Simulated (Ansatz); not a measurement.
CH$_{7}$BrSi: several calculations on one system

## 1. Relaxation

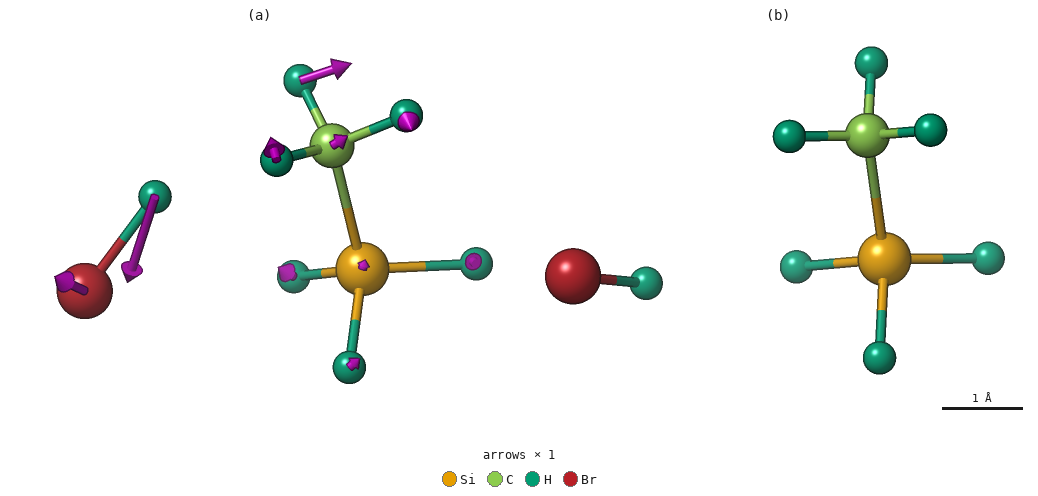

The structure of CH7BrSi before (left) and after (right) a relaxation, at one scale. The purple arrows give the displacements, at their true length.

A ball-and-stick model, seen at a tilt.

The run prepares an end point of a later path (reaction) calculation, from a guessed geometry.

These are results of Ansatz 0.2.0, RKS PBE0-D4/def2-SVP, not measurements.

Input
```yaml
crystal:
  periodic: [false, false, false]
  atoms:
    - { symbol: Si, position_ang: [0.154031, -0.042529, 0.164591] }
    - { symbol: C, position_ang: [0.19266, -0.06515, 2.043895] }
    - { symbol: H, position_ang: [-0.651231, -0.609934, 2.495016] }
    - { symbol: H, position_ang: [1.101809, -0.587599, 2.38383] }
    - { symbol: H, position_ang: [0.231736, 0.949483, 2.470436] }
    - { symbol: H, position_ang: [1.56104, -0.106928, -0.346149] }
    - { symbol: H, position_ang: [-0.454621, 1.212251, -0.362418] }
    - { symbol: H, position_ang: [-0.586898, -1.224869, -0.365084] }
    - { symbol: Br, position_ang: [-3.208934, 0.582513, 0.984912] }
    - { symbol: H, position_ang: [-2.026492, 0.573862, 1.904371] }
basis:
  gaussian: { orbitals: def2-SVP }
hamiltonian:
  xc: pbe0
  dispersion: d4
relax:
  f_tol: 0.03
  max_steps: 50
```

Run as
```bash
ansatz run input.yaml --threads 2 --pin off --max-ram 3072MiB --backend cpu --events-out ev --progress --plain --runs-dir out
```

What changed between the two?

Answer. After 29 accepted moves (33 points after the start) the energy has fallen by 22.2 kJ/mol. The largest force component goes from 1.4 to 0.0071 eV/Å. The line search rejected the trial steps at points 7, 10, 16, 23 of the run. The forces were under the threshold at step 11, but the run went on from there. The atom that moves furthest after the best rigid fit is H10 (1.43 Å). Largest moves by element: H 1.43 Å, Br 0.66 Å, C 0.25 Å, Si 0.14 Å. Near-neighbour distances that change, for instance: Si1–Br9 3.518 → 4.016 Å, Br9–H10 1.498 → 1.426 Å, Si1–H7 1.491 → 1.503 Å, Si1–C2 1.880 → 1.876 Å. Among the angles between lasting bonds that change: Si1–C2–H3 113.6° → 110.4°, C2–Si1–H6 108.7° → 111.7°, H3–C2–H4 105.7° → 108.2°. Groups turn about Si1–C2 by about 35°.

## 2. Relaxation

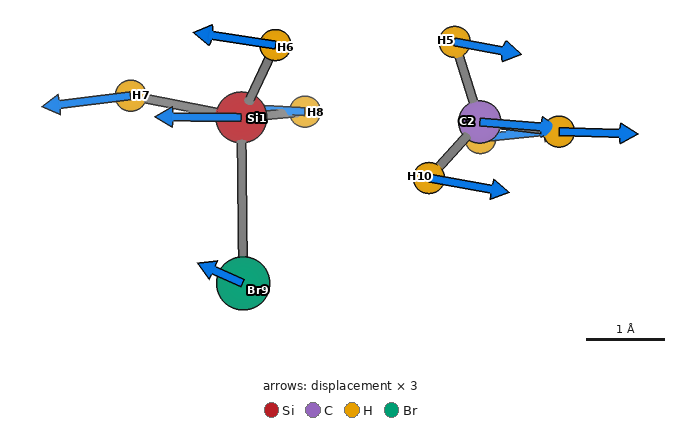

This is a relaxation of CH7BrSi. The starting structure is drawn; blue arrows show the displacements, 3 times their true length. The two geometries are superimposed by the best rigid fit.

Style: ball-and-stick. Shown at a tilt.

The run prepares an end point of a later path (reaction) calculation, from a guessed geometry.

These are results of RKS PBE0-D4/def2-SVP (Ansatz 0.2.0), not measurements. Settings: no spin polarisation; force threshold 0.03 eV/Å; at most 50 steps.

What happened in the run?

An H atom moves most after the best rigid fit: 0.39 Å. By element the largest moves are H 0.39 Å, Si 0.38 Å, C 0.35 Å, Br 0.22 Å. Some distances before and after: Br–Si 2.286 → 2.228 Å, H–Si 1.483 → 1.488 Å. Bond angles that change, for instance: H–Si–H 113.7° → 110.6°, H–Si–Br 105.4° → 108.2°. After 5 accepted moves (6 points after the start) the energy has fallen by 17.6 kJ/mol. Largest force component: 0.75 eV/Å at the start, 0.004 eV/Å at the end. The line search rejected the trial step at point 3 of the run. The run took 19 s on 2 threads of Intel(R) Xeon(R) Platinum 8259CL CPU @ 2.50GHz (Skylake/Cascade Lake) (shared host), peak memory 0.23 GiB.

Limits of the set-up: the start holds two separate molecules, 2.3 Å apart at their closest, whose relative position is a soft coordinate.

## 3. Path

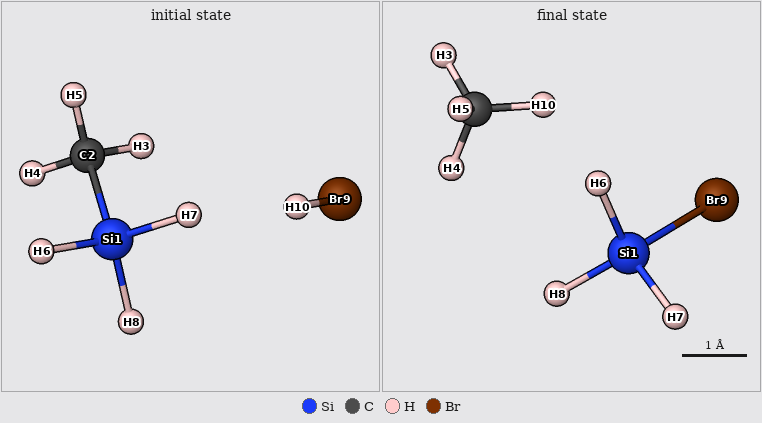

The two relaxed end points of a path for CH$_{7}$BrSi. Style: ball-and-stick. Shown from a free direction.

All numbers below come from RKS PBE0-D4/def2-SVP (Ansatz).

Run with 5 movable images; climbing image; force threshold 0.05 eV/Å; iteration limit 60.

Start:
```xyz
10

Si    0.2001    0.0322    0.2565
C     0.4440   -0.2160    2.0994
H    -0.5263   -0.3570    2.5992
H     1.0636   -1.1049    2.2928
H     0.9430    0.6548    2.5510
H     1.4987    0.2725   -0.4446
H    -0.6710    1.2309    0.0030
H    -0.4719   -1.1474   -0.3684
Br   -3.5678    0.3446    1.6118
H    -2.5993    0.9714    0.7727
```

End:
```xyz
10

Si   -0.6959    0.4496   -0.7183
C     0.1064   -0.3359    2.9318
H     0.2061   -0.3027    4.0248
H     0.1156   -1.3814    2.5958
H     0.9462    0.2041    2.4740
H     0.2301    1.4569   -0.1325
H    -0.7896    0.6321   -2.1930
H    -0.2394   -0.9298   -0.3971
Br   -2.7250    0.7540    0.1510
H    -0.8414    0.1342    2.6369
```

> What barrier does the band find between them, and by what path?

The energy climbs by 1.70 eV to image 2 and then falls by 2.61 eV, so the end point sits at −0.91 eV. Breaking: Br9–H10 (1.43 → 1.95 at the top → 3.18 Å), Si1–C2 (1.88 → 2.16 at the top → 3.82 Å). Forming: C2–H10 (3.53 → 1.24 at the top → 1.10 Å), Si1–Br9 (4.02 → 2.75 at the top → 2.23 Å). The band converged in 22 iterations. The largest component of the band force went from 18 to 0.042 eV/Å. The climbing image converged on the top of the path. Its vibrational analysis gives one imaginary mode (515i cm⁻¹), as a transition state must have.

Energies of the converged images:

```
image  path (Å)  E (eV)
    0      0.00   0.000
    1      1.54   0.137
    2      3.08   1.696
    3      4.51  -0.052
    4      5.95  -0.875
    5      7.38  -0.901
    6      8.82  -0.910
```

The geometry at the top of the path:

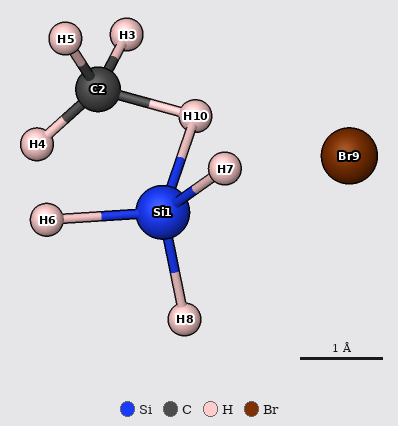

Cost: 4.8 min on 2 threads of Intel(R) Xeon(R) Platinum 8259CL CPU @ 2.50GHz (Skylake/Cascade Lake) (shared host), peak memory 0.25 GiB.
